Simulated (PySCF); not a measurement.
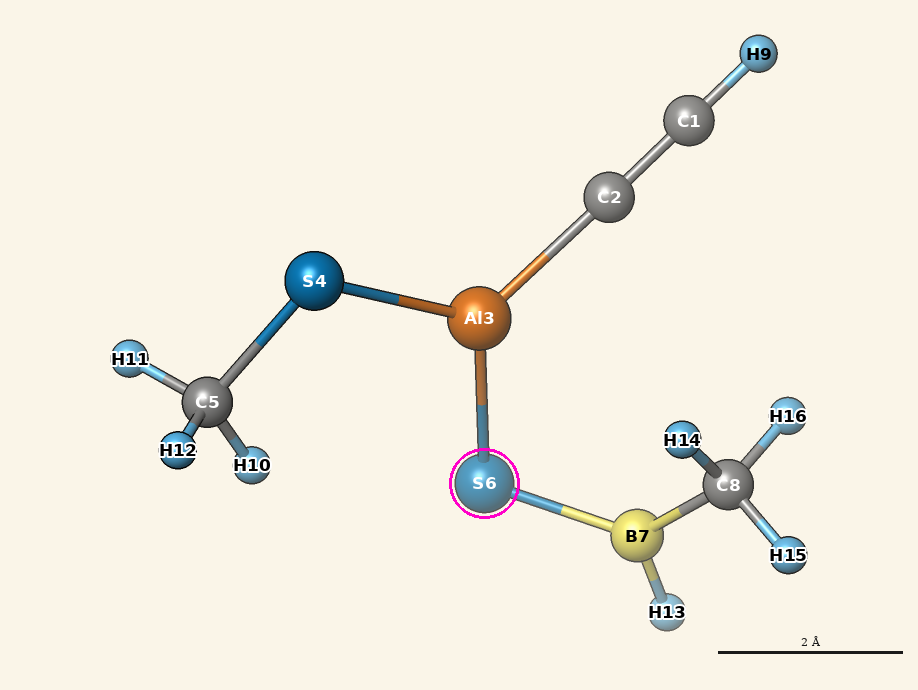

Orthographic view. Atoms fade into the background with distance from the viewer. Computed geometry: GFN2-xTB optimisation. No frequency run is at hand to confirm it as a minimum.

> Name the neighbours of the circled atom.

The circled atom is S6; it is bonded to Al3, B7.

> Of C8 and H14, which is nearer the viewer?

H14; the bond to C8 points away from the viewer, so it looks shorter than its 1.10 Å.

> Which atom is farthest from the viewer?

H13, 1.9 Å behind the mean position.

> What is the shortest path along bonds from the circled atom to H11?

S6–Al3–S4–C5–H11, 4 bonds; through space the two are 4.37 Å apart.
